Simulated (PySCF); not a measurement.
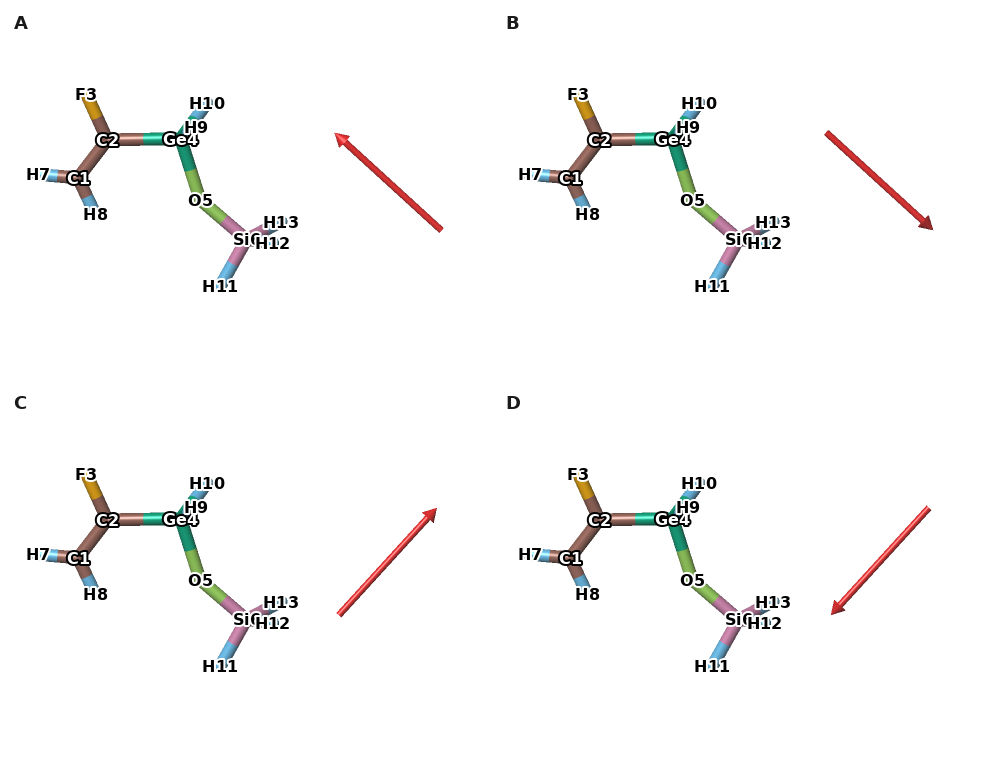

The same molecule four times, each with an arrow. The geometry was computed by an optimisation with GFN2-xTB. No frequency run is at hand to confirm it as a minimum. Method: PBE0/def2-SVPD, gas phase (PySCF 2.14.0).

**Which arrow points along the dipole moment, from the negative to the positive end?**

B. The dipole moment is 0.85 D; it points from the side of F3 to the side of H11, H12, H13 (the outermost atoms at the two ends).

The geometry is semi-empirical. Around Ge, Si such bond lengths and angles can be off by a tenth of an ångström or more and by several degrees, and values that hang on the shape move with them.
